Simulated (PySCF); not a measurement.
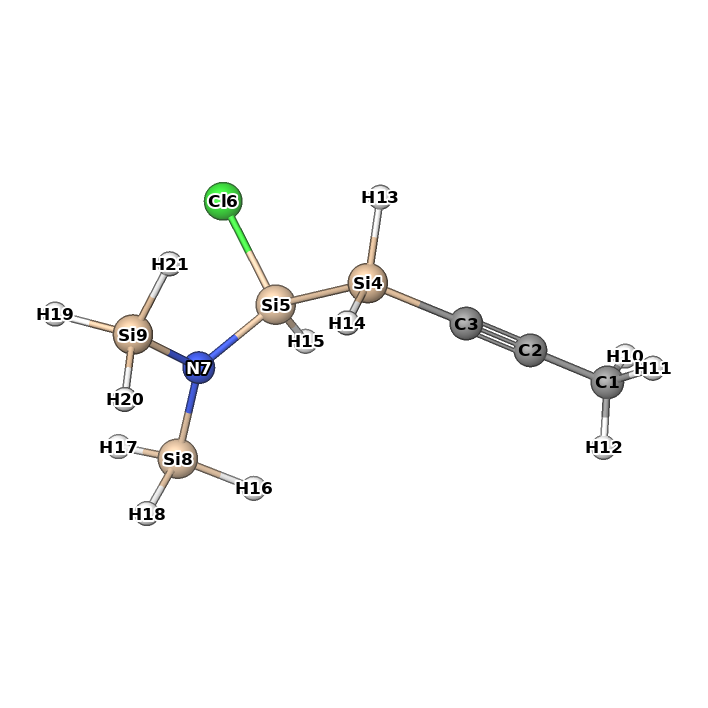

Computed geometry: GFN2-xTB optimisation. No frequency run is at hand to confirm it as a minimum. Electric field gradients from the ground-state density, PBE0/pcSseg-1 (PySCF 2.14.0), non-relativistic apart from any core potentials.

Give the largest field-gradient component, the quadrupole coupling constant and the asymmetry for 35Cl at Cl6 (Q = −81.7 mb), 14N at N7 (Q = 20.44 mb).

```
atom  V_zz (a.u.)  e²qQ/h (MHz)     η
 Cl6        1.995         −38.3  0.10
  N7       −0.586         −2.81  0.09
```

The geometry is semi-empirical. Around Si such bond lengths and angles can be off by a tenth of an ångström or more and by several degrees, and values that hang on the shape move with them.
